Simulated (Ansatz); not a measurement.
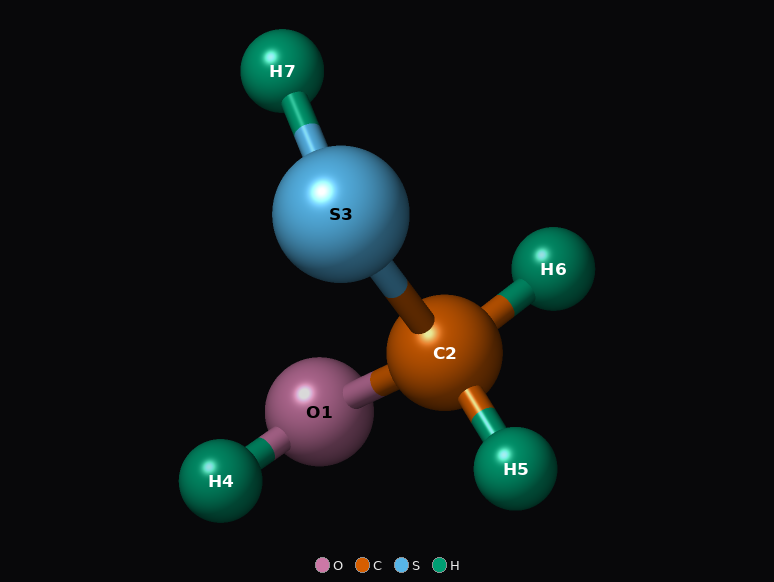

Atoms carry their numbers in the input. The geometry was computed by an optimisation with PBE-D4/def2-SVP. No frequency run is at hand to confirm it as a minimum.

List the bonds and their lengths.

| bond | length (Å) |
| --- | --- |
| O1–C2 | 1.394 |
| O1–H4 | 0.977 |
| C2–S3 | 1.850 |
| C2–H5 | 1.117 |
| C2–H6 | 1.108 |
| S3–H7 | 1.363 |
